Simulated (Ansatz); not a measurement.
The starting structures come from a database of crystals and need not be the phases stable at ambient conditions.

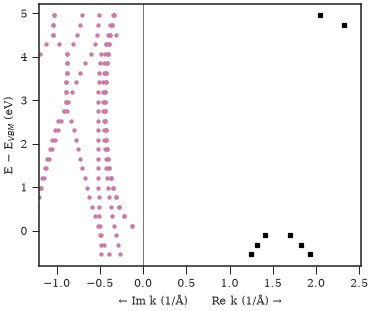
Fig. 1. Complex bands at the centre of the two-dimensional zone; Ansatz (a program for electronic structure) with r2SCAN

The gap is the functional's own. No spin-orbit coupling. Mid-gap values are those at the computed energy nearest the middle.

### Question
This is BN (R3m, 2 atoms a cell, 9.0 Å³ an atom) along the normal of (110). Read off the slowest decay at the centre of the two-dimensional zone at 2.31 eV, the computed energy nearest the middle of the gap.

### Answer
κ ≈ 0.43 1/Å, a decay length 1/(2κ) of the density of 1.2 Å.
